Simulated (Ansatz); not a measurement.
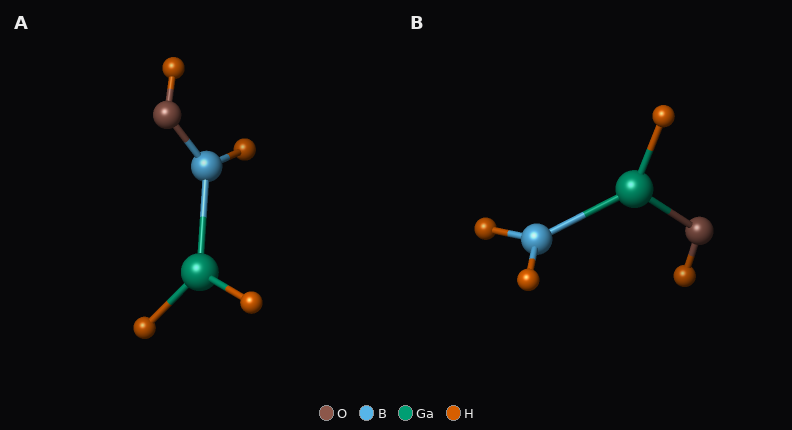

2 stationary structures of one formula. Geometries: PBE0-D4/def2-TZVP. Electronic energies: r2SCAN-D4/def2-TZVPP (Ansatz 0.2.0), without zero-point energy.

Question: Are they conformers, stereoisomers or constitutional isomers?

Answer: They are constitutional isomers of BGaH4O: A `O[BH][GaH2]`, B `[BH2][GaH][OH]`.

Question: Which structure is the most stable?

Answer: A is lowest (Cs, a minimum); B lies 16.5 kcal/mol above it (Cs, a minimum).

Give E(B) − E(A) in kcal/mol at these levels too: PBE-QIDH (frozen core)/def2-TZVPP; ωB97X-V/def2-TZVPP; SPW92 (LDA)/def2-TZVPP; RHF-CCSD(T) (frozen core)/def2-SVP; B3LYP-D4/def2-TZVPP; PBE0-D4/def2-SVP; revPBE-D4/def2-TZVPP; B2PLYP (frozen core)/def2-TZVPP.

| level | E(B) − E(A) (kcal/mol) |
| --- | --- |
| PBE-QIDH (frozen core)/def2-TZVPP | +16.6 |
| ωB97X-V/def2-TZVPP | +16.3 |
| SPW92 (LDA)/def2-TZVPP | +20.8 |
| RHF-CCSD(T) (frozen core)/def2-SVP | +19.8 |
| B3LYP-D4/def2-TZVPP | +17.0 |
| PBE0-D4/def2-SVP | +21.6 |
| revPBE-D4/def2-TZVPP | +17.3 |
| B2PLYP (frozen core)/def2-TZVPP | +15.9 |
